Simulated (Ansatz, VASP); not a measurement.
# TiFe in two plane-wave programs

Aim: how closely do two programs agree when they are given the same cell, functional and k mesh?

Program: Ansatz 0.2.0. Level of theory: plane waves, with VASP 6.6.1 beside it; single point at r2SCAN with rVV10. Results are calculated unless marked as measured.

## 1. The structure

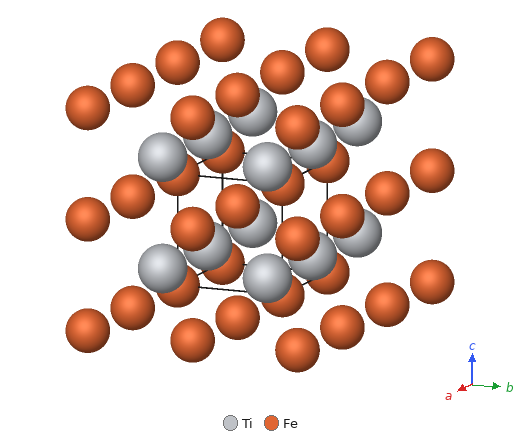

The cell as given, slightly off an axis (titanium light grey, iron orange). 3×2×2 cells are drawn. Some periodic images of atoms are drawn too.

## 2. VASP: single point, r2SCAN with rVV10

A single point gives forces, pressure and levels at one fixed geometry, so differences don't come from the geometry; what else differs is listed under the comparison.

Lines of VASP's logs that name or quote its potential files are left out, and so is its time.

INCAR

```
SYSTEM = TiFe
PREC = Accurate
ENCUT = 400
EDIFF = 1E-06
NELM = 100
ISMEAR = 1
SIGMA = 0.2
LREAL = .FALSE.
ALGO = Normal
METAGGA = R2SCAN
LUSE_VDW = .TRUE.
IVDW_NL = 2
BPARAM = 11.95
CPARAM = 0.0093
LASPH = .TRUE.
NBANDS = 20
ISPIN = 2
MAGMOM = 1 3
LMAXMIX = 4
LORBIT = 11
LWAVE = .FALSE.
LCHARG = .FALSE.
KPAR = 4
ISIF = 2
```

POSCAR

```
TiFe
1.0
    2.9760000000      0.0000000000      0.0000000000
    0.0000000000      2.9760000000      0.0000000000
    0.0000000000      0.0000000000      2.9760000000
Ti Fe
1 1
Direct
    0.5000000000      0.5000000000      0.5000000000
    0.0000000000      0.0000000000      0.0000000000
```

KPOINTS

```
Automatic mesh
0
Gamma
8 8 8
0 0 0
```

Potentials, in the order of the species: Ti_sv and Fe (PBE family, release 64).

Started as:

```
> mpirun -np 4 vasp_std
```

Numbers of over 12 decimals in the logs are rounded to 6 here.

Log:

```text
[banner, memory and clock lines left out]
running    4 mpi-ranks, on    1 nodes
 distrk:  each k-point on    1 cores,    4 groups
 distr:  one band on    1 cores,    1 groups

 POSCAR found type information on POSCAR TiFe
 POSCAR found :  2 types and       2 ions
|                                                                             |
|               ----> ADVICE to this user running VASP <----                  |
|                                                                             |
|     You have switched on vdW-DFT.                                           |
|     This routine was written and supplied by Jiri Klimes. We recommend      |
|     that you carefully read and cite the following publications:            |
|       J. Klimes, D.R. Bowler, A. Michelides                                 |
|          J. Phys.: Cond Matt. 22 022201 (2010)                              |
|       J. Klimes, D.R. Bowler, A. Michelides                                 |
|          Phys. Rev. B. 83, 195131 (2011)                                    |
|     and references therein.                                                 |
|                                                                             |

|                                                                             |
|               ----> ADVICE to this user running VASP <----                  |
|                                                                             |
|     You enforced a specific xc type in the INCAR file but a different       |
|     [... a line on the potential file left out ...]
|     I HOPE YOU KNOW WHAT YOU ARE DOING!                                     |
|                                                                             |

 LDA part: xc-table for (None), standard interpolation
 POSCAR, INCAR and KPOINTS ok, starting setup
 FFT: planning ... GRIDC
 FFT: planning ... GRID_SOFT
 FFT: planning ... GRID
 WAVECAR not read
 entering main loop
       N       E                     dE             d eps       ncg     rms          rms(c)
Total rVV10 correction in eV:      0.4882456    21.9638069
Total rVV10 correction in eV:      0.4882456    21.9638069
Total rVV10 correction in eV:      0.4882456    21.9638069
Total rVV10 correction in eV:      0.4882456    21.9638069
DAV:   1     0.142433162309E+03    0.14243E+03   -0.87955E+03  2968   0.112E+03
DAV:   2    -0.177081186339E+02   -0.16014E+03   -0.15274E+03  2816   0.298E+02
DAV:   3    -0.318728837151E+02   -0.14165E+02   -0.13728E+02  4332   0.831E+01
DAV:   4    -0.324826199575E+02   -0.60974E+00   -0.60361E+00  3416   0.140E+01
DAV:   5    -0.325008154633E+02   -0.18196E-01   -0.18189E-01  3332   0.250E+00    0.192E+01
Total rVV10 correction in eV:      0.4410866    21.9638066
Total rVV10 correction in eV:      0.4410866    21.9638066
Total rVV10 correction in eV:      0.4410866    21.9638066
Total rVV10 correction in eV:      0.4410866    21.9638066
DAV:   6    -0.318686456850E+02    0.63217E+00   -0.27083E+01  3264   0.735E+01    0.230E+01
Total rVV10 correction in eV:      0.4497419    21.9638067
Total rVV10 correction in eV:      0.4497419    21.9638067
Total rVV10 correction in eV:      0.4497419    21.9638067
Total rVV10 correction in eV:      0.4497419    21.9638067
DAV:   7    -0.272589920490E+02    0.46097E+01   -0.19359E+01  3444   0.454E+01    0.786E+00
Total rVV10 correction in eV:      0.4436430    21.9638069
Total rVV10 correction in eV:      0.4436430    21.9638069
Total rVV10 correction in eV:      0.4436430    21.9638069
Total rVV10 correction in eV:      0.4436430    21.9638069
DAV:   8    -0.272577592041E+02    0.12328E-02   -0.14839E+00  3812   0.113E+01    0.232E+00
Total rVV10 correction in eV:      0.4413536    21.9638070
Total rVV10 correction in eV:      0.4413536    21.9638070
Total rVV10 correction in eV:      0.4413536    21.9638070
Total rVV10 correction in eV:      0.4413536    21.9638070
DAV:   9    -0.272656499218E+02   -0.78907E-02   -0.11912E-01  3728   0.259E+00    0.169E+00
Total rVV10 correction in eV:      0.4400174    21.9638070
Total rVV10 correction in eV:      0.4400174    21.9638070
Total rVV10 correction in eV:      0.4400174    21.9638070
Total rVV10 correction in eV:      0.4400174    21.9638070
DAV:  10    -0.273009908992E+02   -0.35341E-01   -0.60548E-02  3540   0.244E+00    0.744E-01
Total rVV10 correction in eV:      0.4404006    21.9638071
Total rVV10 correction in eV:      0.4404006    21.9638071
Total rVV10 correction in eV:      0.4404006    21.9638071
Total rVV10 correction in eV:      0.4404006    21.9638071
DAV:  11    -0.273047703389E+02   -0.37794E-02   -0.55135E-03  3540   0.645E-01    0.295E-01
Total rVV10 correction in eV:      0.4408767    21.9638071
[...]
Total rVV10 correction in eV:      0.4405277    21.9638071
Total rVV10 correction in eV:      0.4405277    21.9638071
DAV:  16    -0.273094073873E+02   -0.13274E-02   -0.63458E-03  4112   0.571E-01    0.169E-01
Total rVV10 correction in eV:      0.4401683    21.9638071
Total rVV10 correction in eV:      0.4401683    21.9638071
Total rVV10 correction in eV:      0.4401683    21.9638071
Total rVV10 correction in eV:      0.4401683    21.9638071
DAV:  17    -0.273127922939E+02   -0.33849E-02   -0.86077E-02  3756   0.214E+00    0.147E-01
Total rVV10 correction in eV:      0.4400462    21.9638072
[...]
DAV:  26    -0.273154268055E+02    0.70174E-03   -0.22390E-02  3644   0.102E+00    0.106E-01
Total rVV10 correction in eV:      0.4393099    21.9638072
Total rVV10 correction in eV:      0.4393099    21.9638072
Total rVV10 correction in eV:      0.4393099    21.9638072
Total rVV10 correction in eV:      0.4393099    21.9638072
DAV:  27    -0.273158215866E+02   -0.39478E-03   -0.54199E-03  3616   0.546E-01    0.189E-01
Total rVV10 correction in eV:      0.4393737    21.9638072
Total rVV10 correction in eV:      0.4393737    21.9638072
Total rVV10 correction in eV:      0.4393737    21.9638072
Total rVV10 correction in eV:      0.4393737    21.9638072
DAV:  28    -0.273152261596E+02    0.59543E-03   -0.70822E-03  3788   0.591E-01    0.125E-01
Total rVV10 correction in eV:      0.4395113    21.9638072
Total rVV10 correction in eV:      0.4395113    21.9638072
Total rVV10 correction in eV:      0.4395113    21.9638072
Total rVV10 correction in eV:      0.4395113    21.9638072
DAV:  29    -0.273149218825E+02    0.30428E-03   -0.18569E-02  3924   0.969E-01    0.751E-02
Total rVV10 correction in eV:      0.4395350    21.9638072
Total rVV10 correction in eV:      0.4395350    21.9638072
Total rVV10 correction in eV:      0.4395350    21.9638072
Total rVV10 correction in eV:      0.4395350    21.9638072
DAV:  30    -0.273154359669E+02   -0.51408E-03   -0.91596E-04  3452   0.246E-01    0.836E-02
Total rVV10 correction in eV:      0.4395639    21.9638072
Total rVV10 correction in eV:      0.4395639    21.9638072
Total rVV10 correction in eV:      0.4395639    21.9638072
Total rVV10 correction in eV:      0.4395639    21.9638072
DAV:  31    -0.273154558999E+02   -0.19933E-04   -0.67126E-04  3772   0.198E-01    0.621E-02
Total rVV10 correction in eV:      0.4395881    21.9638072
Total rVV10 correction in eV:      0.4395881    21.9638072
Total rVV10 correction in eV:      0.4395881    21.9638072
Total rVV10 correction in eV:      0.4395881    21.9638072
DAV:  32    -0.273154917973E+02   -0.35897E-04   -0.79104E-04  4032   0.198E-01    0.483E-02
Total rVV10 correction in eV:      0.4396293    21.9638072
Total rVV10 correction in eV:      0.4396293    21.9638072
Total rVV10 correction in eV:      0.4396293    21.9638072
Total rVV10 correction in eV:      0.4396293    21.9638072
DAV:  33    -0.273154675796E+02    0.24218E-04   -0.25928E-03  3872   0.348E-01    0.299E-02
Total rVV10 correction in eV:      0.4396604    21.9638072
Total rVV10 correction in eV:      0.4396604    21.9638072
Total rVV10 correction in eV:      0.4396604    21.9638072
Total rVV10 correction in eV:      0.4396604    21.9638072
DAV:  34    -0.273154385234E+02    0.29056E-04   -0.15725E-03  4252   0.270E-01    0.373E-02
Total rVV10 correction in eV:      0.4396947    21.9638072
Total rVV10 correction in eV:      0.4396947    21.9638072
Total rVV10 correction in eV:      0.4396947    21.9638072
Total rVV10 correction in eV:      0.4396947    21.9638072
DAV:  35    -0.273153617045E+02    0.76819E-04   -0.14476E-03  3944   0.262E-01    0.431E-02
Total rVV10 correction in eV:      0.4396996    21.9638072
Total rVV10 correction in eV:      0.4396996    21.9638072
Total rVV10 correction in eV:      0.4396996    21.9638072
Total rVV10 correction in eV:      0.4396996    21.9638072
DAV:  36    -0.273154128821E+02   -0.51178E-04   -0.62968E-05  3232   0.630E-02    0.465E-02
Total rVV10 correction in eV:      0.4397080    21.9638072
Total rVV10 correction in eV:      0.4397080    21.9638072
Total rVV10 correction in eV:      0.4397080    21.9638072
Total rVV10 correction in eV:      0.4397080    21.9638072
DAV:  37    -0.273153980413E+02    0.14841E-04   -0.66101E-05  3680   0.640E-02    0.409E-02
Total rVV10 correction in eV:      0.4397080    21.9638072
Total rVV10 correction in eV:      0.4397080    21.9638072
Total rVV10 correction in eV:      0.4397080    21.9638072
Total rVV10 correction in eV:      0.4397080    21.9638072
DAV:  38    -0.273154139204E+02   -0.15879E-04   -0.10322E-05  3868   0.224E-02    0.413E-02
Total rVV10 correction in eV:      0.4397136    21.9638072
Total rVV10 correction in eV:      0.4397136    21.9638072
Total rVV10 correction in eV:      0.4397136    21.9638072
Total rVV10 correction in eV:      0.4397136    21.9638072
DAV:  39    -0.273154047673E+02    0.91531E-05   -0.30381E-05  3440   0.421E-02    0.377E-02
Total rVV10 correction in eV:      0.4397190    21.9638072
Total rVV10 correction in eV:      0.4397190    21.9638072
Total rVV10 correction in eV:      0.4397190    21.9638072
Total rVV10 correction in eV:      0.4397190    21.9638072
DAV:  40    -0.273154108165E+02   -0.60491E-05   -0.15808E-05  3868   0.322E-02    0.339E-02
Total rVV10 correction in eV:      0.4397174    21.9638072
Total rVV10 correction in eV:      0.4397174    21.9638072
Total rVV10 correction in eV:      0.4397174    21.9638072
Total rVV10 correction in eV:      0.4397174    21.9638072
DAV:  41    -0.273154121312E+02   -0.13147E-05   -0.57305E-06  3320   0.213E-02    0.342E-02
Total rVV10 correction in eV:      0.4397166    21.9638072
Total rVV10 correction in eV:      0.4397166    21.9638072
Total rVV10 correction in eV:      0.4397166    21.9638072
Total rVV10 correction in eV:      0.4397166    21.9638072
DAV:  42    -0.273154160849E+02   -0.39538E-05   -0.17355E-06  1416   0.102E-02    0.334E-02
Total rVV10 correction in eV:      0.4397139    21.9638072
Total rVV10 correction in eV:      0.4397139    21.9638072
Total rVV10 correction in eV:      0.4397139    21.9638072
Total rVV10 correction in eV:      0.4397139    21.9638072
DAV:  43    -0.273154221025E+02   -0.60176E-05   -0.73813E-06  1828   0.189E-02    0.339E-02
Total rVV10 correction in eV:      0.4397130    21.9638072
Total rVV10 correction in eV:      0.4397130    21.9638072
Total rVV10 correction in eV:      0.4397130    21.9638072
Total rVV10 correction in eV:      0.4397130    21.9638072
DAV:  44    -0.273154226187E+02   -0.51614E-06   -0.10829E-06  1868   0.639E-03
Total rVV10 correction in eV:      0.4396673    21.9638072
Total rVV10 correction in eV:      0.4396673    21.9638072
Total rVV10 correction in eV:      0.4396673    21.9638072
Total rVV10 correction in eV:      0.4396673    21.9638072
Total rVV10 correction in eV:      0.4397094    21.9638072
Total rVV10 correction in eV:      0.4397094    21.9638072
Total rVV10 correction in eV:      0.4397094    21.9638072
Total rVV10 correction in eV:      0.4397094    21.9638072
   1 F= -.27315423E+02 E0= -.27315970E+02  d E =0.164235E-02  mag=     0.0103
```

From OUTCAR (step 2):

```text
ion  position               nearest neighbor table
   1  0.500  0.500  0.500-   2 2.58   2 2.58   2 2.58   2 2.58   2 2.58   2 2.58   2 2.58   2 2.58

  LATTYP: Found a simple cubic cell.
 ALAT       =     2.9760000000

 Subroutine GETGRP returns: Found 48 space group operations
 (whereof 48 operations were pure point group operations)

The static configuration has the point symmetry O_h .

 Found     35 irreducible k-points:

   k-points           NKPTS =     35   k-points in BZ     NKDIM =     35   number of bands    NBANDS=     20

   dimension x,y,z NGX =    20 NGY =   20 NGZ =   20
   dimension x,y,z NGXF=    40 NGYF=   40 NGZF=   40

   ENCUT  =  400.0 eV  29.40 Ry    5.42 a.u.   4.85  4.85  4.85*2*pi/ulx,y,z

   NELECT =      20.0000    total number of electrons

 k-points in reciprocal lattice and weights: Automatic mesh
   0.00000000  0.00000000  0.00000000       0.002
   0.12500000  0.00000000  0.00000000       0.012
   0.25000000  0.00000000  0.00000000       0.012
   0.37500000  0.00000000  0.00000000       0.012
   0.50000000  0.00000000  0.00000000       0.006
   0.12500000  0.12500000  0.00000000       0.023
   0.25000000  0.12500000  0.00000000       0.047
   0.37500000  0.12500000  0.00000000       0.047
   0.50000000  0.12500000  0.00000000       0.023
[...]
0.50000000  0.50000000  0.37500000       0.012
   0.50000000  0.50000000  0.50000000       0.002

 average (electrostatic) potential at core
       1 -77.2996       2 -46.0284

 E-fermi :   8.1447

 spin component 1
 k-point     1 :       0.0000    0.0000    0.0000
  band No.  band energies     occupation
    ...
      6       4.3887      1.00000
      7       4.3888      1.00000
      8       6.8529      1.00000
      9       6.8529      1.00000
     10       6.8529      1.00000
     11       9.5876     -0.00000
     12       9.5876     -0.00000
     13      11.5532     -0.00000
     14      11.5532     -0.00000
     15      11.5532     -0.00000
    ...

 k-point     2 :       0.1250    0.0000    0.0000
  band No.  band energies     occupation
    ...
      6       4.5368      1.00000
      7       4.5392      1.00000
      8       6.8239      1.00000
      9       6.8239      1.00000
     10       6.9105      1.00000
     11       9.4109     -0.00000
     12       9.6451     -0.00000
     13      11.1291     -0.00000
     14      11.1292     -0.00000
     15      11.4799     -0.00000
    ...

 k-point     3 :       0.2500    0.0000    0.0000
  band No.  band energies     occupation
    ...
      6       4.8710      1.00000
      7       4.9514      1.00000
      8       6.7644      1.00000
      9       6.7644      1.00000
     10       7.0588      1.00000
     11       8.9230     -0.00000
     12       9.6709     -0.00000
     13      10.2986     -0.00000
     14      10.2986     -0.00000
     15      11.2950     -0.00000
    ...

 k-point     4 :       0.3750    0.0000    0.0000
  band No.  band energies     occupation
    ...
      6       5.0260      1.00000
      7       5.5124      1.00000
      8       6.7206      1.00000
      9       6.7207      1.00000
     10       7.2209      1.00000
     11       8.2822      0.04462
     12       9.2479     -0.00000
     13       9.6152     -0.00000
     14       9.6152     -0.00000
     15      11.0959     -0.00000
    ...

 k-point     5 :       0.5000    0.0000    0.0000
  band No.  band energies     occupation
    ...
      7       5.8450      1.00000
      8       6.7085      1.00000
      9       6.7086      1.00000
     10       7.2931      1.00000
     11       7.9146      1.03452
     12       8.8064     -0.00002
     13       9.3566     -0.00000
     14       9.3567     -0.00000
     15      11.0082     -0.00000
     16      12.8102      0.00000
    ...

 k-point     6 :       0.1250    0.1250    0.0000
  band No.  band energies     occupation
    ...
      6       4.6605      1.00000
      7       4.7009      1.00000
      8       6.7003      1.00000
      9       6.7749      1.00000
     10       7.0203      1.00000
     11       9.4053     -0.00000
     12       9.6016     -0.00000
     13      10.7086     -0.00000
     14      10.7683     -0.00000
     15      11.5067     -0.00000
    ...

  Total       -1.3149964     -1.3149964     -1.3149964      0.0000000     -0.0000000      0.0000000
  in kB      -79.9348850    -79.9348850    -79.9348850      0.0000000     -0.0000000      0.0000000
  external PRESSURE =     -79.9348850 kB  Pullay stress =       0.0000000 kB

  energy-cutoff  :      400.00
  volume of cell :       26.36
      direct lattice vectors                 reciprocal lattice vectors
     2.976000000  0.000000000  0.000000000     0.336021505  0.000000000  0.000000000
     0.000000000  2.976000000  0.000000000     0.000000000  0.336021505  0.000000000
     0.000000000  0.000000000  2.976000000     0.000000000  0.000000000  0.336021505

 POSITION                                       TOTAL-FORCE (eV/Angst)
 -----------------------------------------------------------------------------------
      1.48800      1.48800      1.48800         0.000000      0.000000      0.000000
      0.00000      0.00000      0.00000         0.000000      0.000000      0.000000
 -----------------------------------------------------------------------------------
    total drift:                               -0.000000      0.000000      0.000000

  FREE ENERGIE OF THE ION-ELECTRON SYSTEM (eV)
  ---------------------------------------------------
  free  energy   TOTEN  =       -27.3154226187 eV

  energy  without entropy=      -27.3170649647  energy(sigma->0) =      -27.31597007

 total charge
# of ion       s       p       d       tot
------------------------------------------
    1        2.251   6.209   1.819  10.279
    2        0.513   0.515   6.329   7.357
--------------------------------------------------
tot          2.765   6.723   8.148  17.636

 magnetization (x)
# of ion       s       p       d       tot
------------------------------------------
    1       -0.010  -0.031  -0.311  -0.353
    2        0.000  -0.041   0.550   0.509
--------------------------------------------------
tot         -0.010  -0.073   0.239   0.156

[... 6 further parts left out ...]
```

The run ends at a pressure of -7.99 GPa.

[end of part 1 of 3]

[Lines on the potential files, build, host, timing and source positions are cut from VASP's logs without a mark.]

[Logs are printed without paths, hosts, clocks, repeated set-up lines and the standing remarks that a program may print on its own settings, such as how far it seeks lower states.]

[Hosts, paths, dates, database ids (printed as entryN), source tags and the programs' standing remarks are cut or masked in the printed files.]
